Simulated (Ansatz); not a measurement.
```xyz
9

Sn   -0.2609    1.2544   -0.6635
F     1.2161    0.7413    0.5086
H    -0.1786    0.2251   -2.0053
H    -1.6646    1.1742    0.2872
H     0.1807    2.8632   -1.0231
H     1.2596   -1.0303    0.7409
O     0.8633   -1.9191    0.6659
O    -0.4763   -1.5649    0.3307
H    -0.9392   -1.7440    1.1583
```

The reactant side of a reaction path; geometry: PBE0-D4/def2-TZVP; core potentials replace the inner electrons of Sn.

Theory: Ansatz 0.2.0, RKS PBE0-D4/def2-TZVPP.

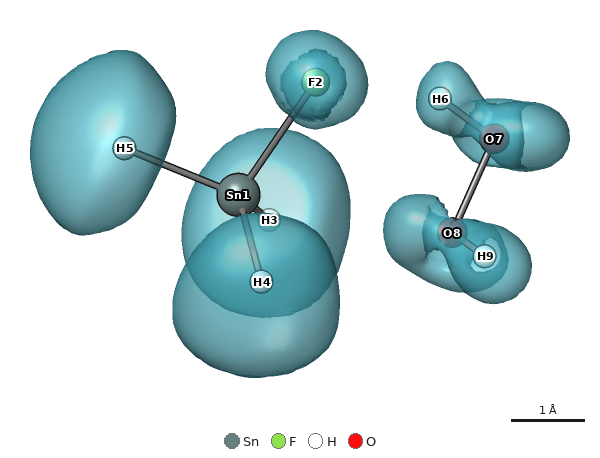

FH₃Sn···H₂O₂. Isosurface of the ELF at 0.8 (cyan), seen at a tilt. Core shells and regions of very low density are left out.

> Where are the electrons localised?

The ELF exceeds this value in three regions around hydrogen nuclei, one region wrapped around F (its valence shell) and two joined regions spread over several atoms (H, O), in which their bonds and any lone pairs are merged.

Values along the shortest contacts:
F2···H6 (1.79 Å): the ELF dips to about 0.10 between them: a closed-shell contact with the geometry of a hydrogen bond. O–O (1.43 Å): the ELF peaks at about 0.75 between the atoms.
